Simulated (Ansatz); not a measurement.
# Pressure series in Zr3N4

Consider Zr$_{3}$N$_{4}$ (space group I-43d, No. 220; a = 6.7826 Å).

Cell and atoms are relaxed at each pressure.

Levels (all Ansatz, a first-principles code, PAW): PBE (420 eV, no SOC); PBEsol (420 eV, no spin-orbit coupling).

The base cell above is that of PBE; each level relaxes its own structures.

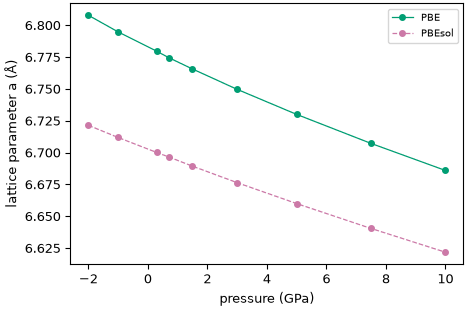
Figure. Lattice parameter a under two levels

Task: How do the two levels compare along the series?

Result: PBE lies above PBEsol in every row, by 0.064 Å to 0.086 Å. They put the cases in the same order.

Load acts through the strain it causes; cell and atoms are relaxed under it. No phonon test of stability was made. Competing high-pressure phases were not computed.
